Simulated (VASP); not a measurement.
Band structure of Cr (bcc, AFM order). These are RPBE GGA, VASP's PBE PAW potentials (set 64) (plane waves; VASP) values and carry that method's errors.

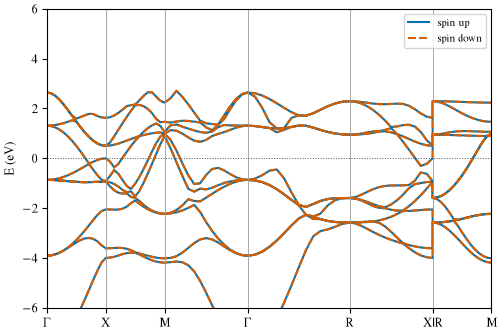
*Bands along high-symmetry lines, zero at the valence-band maximum or, without a gap, the Fermi level*

Read the plot: is there a gap, and where are the band edges?

It has no gap at this level: it comes out as a metal or semimetal. (Edges off the drawn lines would not show.)

The compound is Cr in the bcc, AFM order structure. It was relaxed first.
